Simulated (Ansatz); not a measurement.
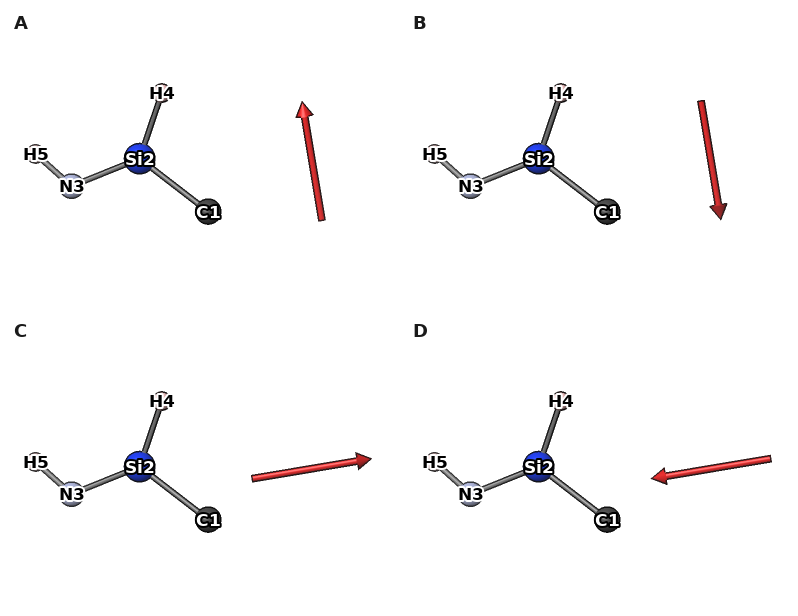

The same molecule four times, each with an arrow. The species is neutral and a spin doublet. Computed geometry: PBE-D4/def2-SVP optimisation. No frequency run is at hand to confirm it as a minimum. Method: UKS PBE-D4/def2-SVP (Ansatz 0.2.0).

Which arrow points along the dipole moment, from the negative to the positive end?

Answer. A. The dipole moment is 2.47 D; it points from the side of C1 to the side of H4 (the outermost atoms at the two ends).

The determinant isn't a pure spin state (⟨S²⟩ up to 1.30).
